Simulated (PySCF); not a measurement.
# In²⁺: dipole response in aug-cc-pwCVTZ-DK3 plus 1 even-tempered diffuse shell per l

Aim: the static polarisability and the C₆ coefficient of In²⁺, method by method.

The numbers are computed with PySCF 2.14.0 (unrestricted determinants in a Gaussian basis, no spin-orbit coupling in the energies), except any that are marked as measured or tabulated.

### 1 The system

* Element: indium (Z = 49)
* Basis: aug-cc-pwCVTZ-DK3 with one added diffuse shell each of s, p, d, f type (11s10p8d5f1g, 125 functions)
* Hamiltonian: scalar relativity by spin-free X2C-1e
* State 1: In²⁺: [Kr] 4d10 5s1, 2S determinant
* Methods: r2SCANh, M06

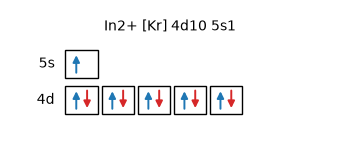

The shells outside the core, filled by Hund's rule for the drawing.

One driver process ran all states and methods and kept the integrals in memory. Each run is shown as a PySCF script that sums up its settings (the driver passes frozen orbitals as a list and adds second-order terms of double hybrids); the logs are those of the runs themselves. The driver starts from symmetry-adapted Hartree-Fock orbitals, holds the occupation by maximum overlap and uses a logarithmic radial grid for functionals, so a plain start would take other cycles.

The integrals over 125 functions and the set-up took 21 s of CPU time.

### 2 In²⁺

#### r2SCANh

Input file input.py:

```python
from pyscf import gto, scf, dft, mp, cc
import basis_set_exchange as bse
mol = gto.M(atom="In 0 0 0", charge=2, spin=1, symmetry="D2h",
            basis=gto.basis.parse(bse.get_basis("aug-cc-pwCVTZ-DK3", elements=["In"], fmt="nwchem", augment_diffuse=1)),
            nucmod="G")
mf = dft.UKS(mol, xc="HYB_MGGA_XC_R2SCANH").sfx2c1e()
mf.irrep_nelec = {'Ag': (9, 8), 'B1g': (2, 2), 'B2g': (2, 2), 'B3g': (2, 2), 'B1u': (3, 3), 'B2u': (3, 3), 'B3u': (3, 3)}
mf.kernel()
```

Standard output:

```text
damping factor = 0
level_shift factor = 0
DIIS = <class 'pyscf.scf.diis.CDIIS'>
diis_start_cycle = 1
diis_space = 10
diis_damp = 0
SCF conv_tol = 1e-09
SCF conv_tol_grad = None
number electrons alpha = 24  beta = 23
XC functionals = HYB_MGGA_XC_R2SCANH
    M. Bursch, H. Neugebauer, S. Ehlert, and S. Grimme.,  J. Chem. Phys. 156, 134105 (2022)
cycle= 1 E= -5879.83307276298  delta_E= -0.00779  |g|= 0.0356  |ddm|= 0.445
cycle= 2 E= -5879.8331814717  delta_E= -0.000109  |g|= 0.014  |ddm|= 0.0793
cycle= 3 E= -5879.83319694419  delta_E= -1.55e-05  |g|= 0.00534  |ddm|= 0.0128
cycle= 4 E= -5879.83320130898  delta_E= -4.36e-06  |g|= 0.000565  |ddm|= 0.00625
cycle= 5 E= -5879.83320153633  delta_E= -2.27e-07  |g|= 5.33e-05  |ddm|= 0.00263
cycle= 6 E= -5879.8332015372  delta_E= -8.71e-10  |g|= 8.1e-06  |ddm|= 0.000313
converged SCF energy = -5879.8332015372  <S^2> = 0.75122539  2S+1 = 2.001225
```

It used 1.7 min of CPU time after the integrals (shared host).

Orbital energies by shell (radii are means over both spins):

| shell | electrons | mean orbital energy (eV) | spread (eV) | rms radius (bohr) |
| --- | --- | --- | --- | --- |
| 1s α | 1 | -27803.1 | 0 | 0.0342 |
| 1s β | 1 | -27803.1 | 0 | 0.0342 |
| 2s α | 1 | -4201.9 | 0 | 0.139 |
| 2s β | 1 | -4201.9 | 0 | 0.139 |
| 2p α | 3 | -3772.6 | 0 | 0.124 |
| 2p β | 3 | -3772.5 | 0 | 0.124 |
| 3s α | 1 | -821.55 | 0 | 0.372 |
| 3s β | 1 | -821.50 | 0 | 0.372 |
| 3p α | 3 | -679.26 | 0 | 0.373 |
| 3p β | 3 | -679.22 | 0 | 0.373 |
| 3d α | 5 | -457.82 | 0 | 0.353 |
| 3d β | 5 | -457.79 | 0 | 0.353 |
| 4s α | 1 | -143.02 | 0 | 0.905 |
| 4s β | 1 | -142.92 | 0 | 0.905 |
| 4p α | 3 | -100.22 | 0 | 0.987 |
| 4p β | 3 | -100.14 | 0 | 0.987 |
| 4d α | 5 | -38.127 | 0 | 1.27 |
| 4d β | 5 | -37.830 | 0 | 1.27 |
| 5s α | 1 | -24.696 | 0 | 2.48 |

⟨S²⟩ = 0.751, ⟨L²⟩ = 0.00.

The driver then solved the coupled dipole response at imaginary frequencies: mean α = 15.70 bohr³, C₆ = 77.62 au for a like pair.

#### M06

input.py, as changed from the run before:

```diff
@@ -5,3 +5,3 @@
             nucmod="G")
-mf = dft.UKS(mol, xc="HYB_MGGA_XC_R2SCANH").sfx2c1e()
+mf = dft.UKS(mol, xc="M06").sfx2c1e()
 mf.irrep_nelec = {'Ag': (9, 8), 'B1g': (2, 2), 'B2g': (2, 2), 'B3g': (2, 2), 'B1u': (3, 3), 'B2u': (3, 3), 'B3u': (3, 3)}
```

Standard output:

```text
damping factor = 0
level_shift factor = 0
DIIS = <class 'pyscf.scf.diis.CDIIS'>
diis_start_cycle = 1
diis_space = 10
diis_damp = 0
SCF conv_tol = 1e-09
SCF conv_tol_grad = None
number electrons alpha = 24  beta = 23
XC functionals = M06
    Y. Zhao and D. G. Truhlar.,  Theor. Chem. Acc. 120, 215 (2008)
    Y. Zhao and D. G. Truhlar.,  Theor. Chem. Acc. 120, 215 (2008)
cycle= 1 E= -5879.96781638755  delta_E= -0.0101  |g|= 0.0334  |ddm|= 0.707
cycle= 2 E= -5879.96791499726  delta_E= -9.86e-05  |g|= 0.0135  |ddm|= 0.186
cycle= 3 E= -5879.96792944976  delta_E= -1.45e-05  |g|= 0.00527  |ddm|= 0.014
cycle= 4 E= -5879.96793325521  delta_E= -3.81e-06  |g|= 0.000442  |ddm|= 0.00651
cycle= 5 E= -5879.96793331697  delta_E= -6.18e-08  |g|= 5.64e-05  |ddm|= 0.00236
cycle= 6 E= -5879.96793331759  delta_E= -6.27e-10  |g|= 2.85e-06  |ddm|= 8.69e-05
converged SCF energy = -5879.96793331759  <S^2> = 0.75043368  2S+1 = 2.0004336
```

It used 1.8 min of CPU time after the integrals (shared host).

The driver then solved the coupled dipole response at imaginary frequencies: mean α = 13.11 bohr³, C₆ = 61.41 au for a like pair.

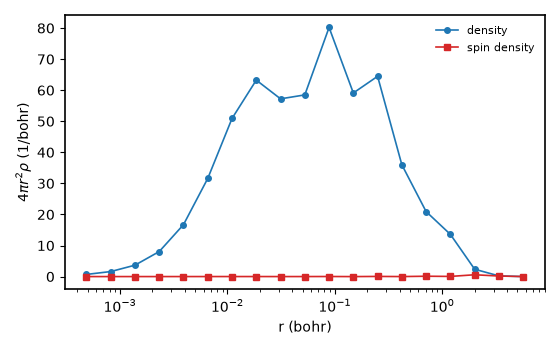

Radial density 4πr²ρ of In²⁺ at M06, without picture-change correction, at 19 stored radii joined by straight lines.

### 3 Polarisabilities and C₆

In²⁺, in atomic units:

| method | mean α | C₆ (like pair) | S(−4) |
| --- | --- | --- | --- |
| r2SCANh | 15.70 | 77.62 | 165.0 |
| M06 | 13.11 | 61.41 | 116.6 |

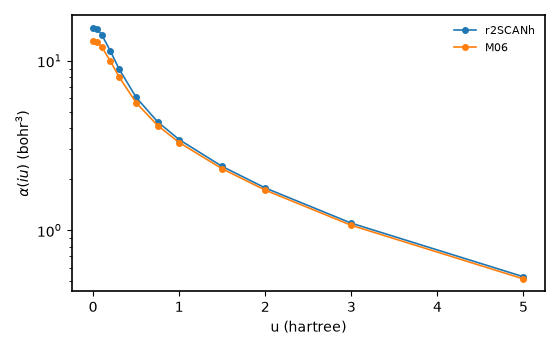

α(iu) of In²⁺, the polarisability at imaginary frequency, on a logarithmic scale.

### 4 Outcome

| quantity | value |
| --- | --- |
| α of In²⁺ | 13.11 (M06) to 15.70 (r2SCANh) bohr³ |

What this shows: A single London oscillator with the computed α and C₆ of In²⁺ at r2SCANh would have ω = 4 C₆ / (3 α²) = 0.420 hartree. The basis is finite, and no extrapolation was made.
